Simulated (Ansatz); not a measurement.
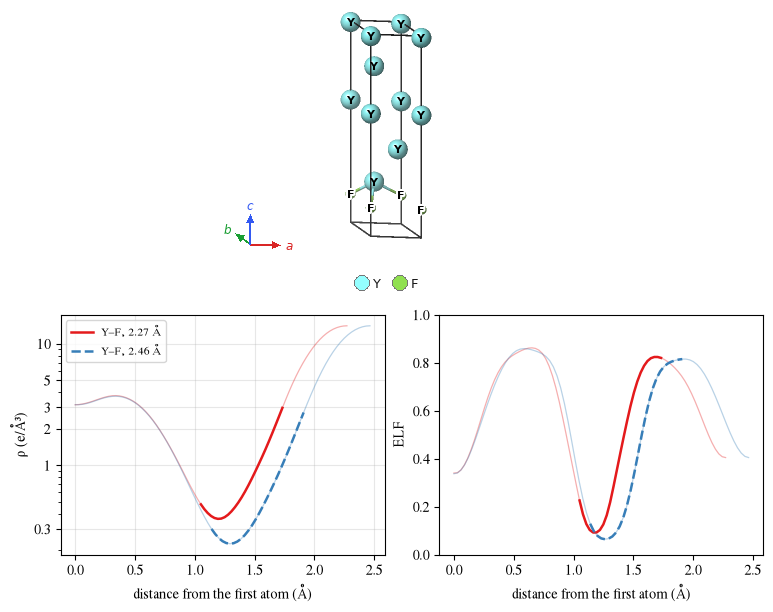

*Y5F. Valence electron density and electron localisation function along straight lines between neighbouring atoms. Thin, pale parts lie inside the atomic spheres. The structure is drawn too.*

Space group P3m1; a generated structure, not necessarily the stable one; spin-polarised.

All numbers below come from Ansatz 0.2.0, DFT PBE, scalar-relativistic, plane waves, PAW.

The density is the valence pseudo-density of a PAW calculation; it isn't the true density close to the nuclei.

Q: What can be read from the curves?

A: Y–F (2.27 Å): ρ at the midpoint is about 0.38 e/Å³; the ELF peaks at about 0.80 in the valence shell of F, 0.6 Å from its nucleus, and drops to about 0.10 between the two atoms (no localised pair shows between them).
Y–F (2.46 Å): ρ is about 0.24 e/Å³ halfway; the ELF is about 0.05 at the midpoint: no localised pair shows between them.
